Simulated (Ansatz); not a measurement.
# wB97M-V/STO-3G run of InH3 (SMILES [H][In]([H])[H])

Aim: the electronic atomisation energy of InH3 at wB97M-V/STO-3G, from 3 runs. 

Program for the calculation: Ansatz 0.2.0.

27 further runs of the same task are left out: 1 that didn't finish, 26 set aside as unsound or not needed.

## 1. Starting point

The species is InH3 (4 atoms), meant as a singlet with charge 0. As SMILES, `[H][In]([H])[H]`. Geometry: a GFN2-xTB relaxation, a rough one for these elements and not checked as a minimum.

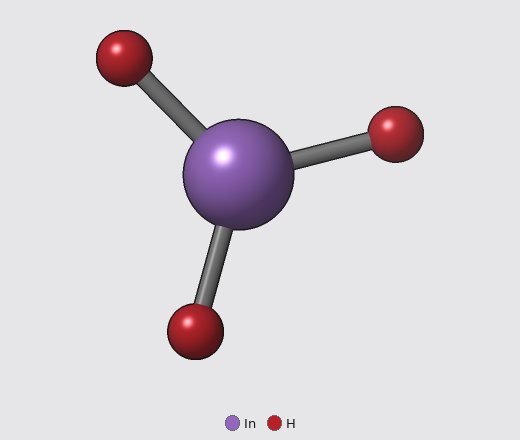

The structure, seen from a chosen angle (indium purple, hydrogen red).

## 2. The energy at wB97M-V/STO-3G

The input, in.yaml:

```yaml
crystal:
  periodic: [false, false, false]
  atoms:
    - {symbol: In, position_ang: [0.000640, -0.000740, -0.000540]}
    - {symbol: H, position_ang: [1.718930, -0.027790, 0.013510]}
    - {symbol: H, position_ang: [-0.834510, 1.501400, -0.017780]}
    - {symbol: H, position_ang: [-0.885060, -1.472880, 0.004810]}
basis:
  gaussian:
    orbitals: STO-3G
hamiltonian:
  xc: {name: wB97M-V}
accuracy: high
```

Command:

```console
$ ansatz run in.yaml --threads 1 --pin off --max-ram 2610MiB --events-out events.jsonl --progress --plain --runs-dir runs
```

Output:

```text
Warning: RAYON_NUM_THREADS=1 ignored (pool sized by the plan → 1); use --threads N
Functional definition: wB97M-V
  name "wB97M-V"
  parameter omega = 0.3/bohr
  parameter cx = 0.15
  parameter cx01 = 1.007
  parameter cx10 = 0.259
  parameter css00 = 0.443
  parameter css04 = -1.437
  parameter css10 = -4.535
  parameter css20 = -3.390
  parameter css43 = 4.278
  parameter cos00 = 1.000
  parameter cos10 = 1.358
  parameter cos20 = 2.924
  parameter cos21 = -8.812
  parameter cos60 = -1.390
  parameter cos61 = 9.142
  parameter b = 6.0
  parameter c = 0.01
  gx(w, u) = 1 - cx + cx01*u + cx10*w
  gss(w, u) = css00 + css04*u^4 + css10*w + css20*w^2 + css43*w^4*u^3
  gos(w, u) = cos00 + cos10*w + (cos20 + cos21*u)*w^2 + (cos60 + cos61*u)*w^6
  exchange = spin_sum(e_x_unif_sr(omega)*gx(b97_w, b97_u_x)) + cx*exact_x_sr(omega) + exact_x_lr(omega)
  correlation = spin_sum(e_c_pw_mod_same_spin*gss(b97_w, b97_u_same))
      + integral(e_c_pw_mod_opposite_spin*gos(b97_w_opposite, b97_u_opposite)) + vv10(b, c)
527 factors; integrals over basis functions are off by at most 4.0e-9 eV
112 factors; integrals over basis functions are off by at most 7.0e-10 eV
mean field evaluation 1: about -154743.1868 eV, gradient 8.3e0 eV
mean field evaluation 2: about -154743.6155 eV, gradient 1.8e0 eV
mean field evaluation 4: about -154743.6391 eV, gradient 2.7e-2 eV
mean field evaluation 8: about -154743.5864 eV, gradient 2.0e-4 eV
mean field -154743.58636663 eV, -5686.7219100037 hartree, gradient 5.3e-8 eV, S^2 0.000000; 0 other end points of the search recorded, 0 dependent functions left out
reference -154743.58636905 eV, -5686.7219100925 hartree; 26, 26 occupied and 4, 4 virtual orbitals, 527 factors
Total energy: -154743.58636905 eV, -5686.7219100925 hartree
```

Run time: 5.1 s. Hardware: 1 thread of AMD EPYC 9R45 (Zen 5), shared host; peak memory 0.28 GiB.

## 3. The H atom at the same level

The input, job.yaml:

```yaml
crystal:
  periodic: [false, false, false]
  atoms:
    - {symbol: H, position_ang: [0.000000, 0.000000, 0.000000]}
basis:
  gaussian: {orbitals: STO-3G}
magnetization: {spin_polarized: true, initial_magnetization: 1}
hamiltonian: {xc: {name: wB97M-V}}
accuracy: high
```

Run the same way, it converges to -0.45654 Eh (log not shown).

## 4. The In atom, same level

The input, run.yaml:

```yaml
crystal:
  periodic: [false, false, false]
  atoms:
    - symbol: In
      position_ang: [0.000000, 0.000000, 0.000000]
basis:
  gaussian:
    orbitals: STO-3G
magnetization:
  spin_polarized: true
  initial_magnetization: 1
hamiltonian:
  xc: {name: wB97M-V}
accuracy: high
```

Run the same way, it converges to -5684.83336 Eh (log not shown).

## 5. What came out

Level: wB97M-V/STO-3G.

```
                     quantity           value
       molecule: total energy  -5686.72191 Eh
         H atom: total energy     -0.45654 Eh
                 H atom: ⟨S²⟩           0.750
        In atom: total energy  -5684.83336 Eh
                In atom: ⟨S²⟩           0.750
electronic atomisation energy       14.121 eV
```

What this shows: Taking the molecule apart into free atoms costs 14.12 eV (1362 kJ/mol), before zero-point energy and without spin-orbit coupling. In a minimal basis such a difference can be off by several eV, whatever the method. Relativity is left out (molecule) although the molecule holds a heavy atom. Relativity is left out (In atom) although the molecule holds a heavy atom.
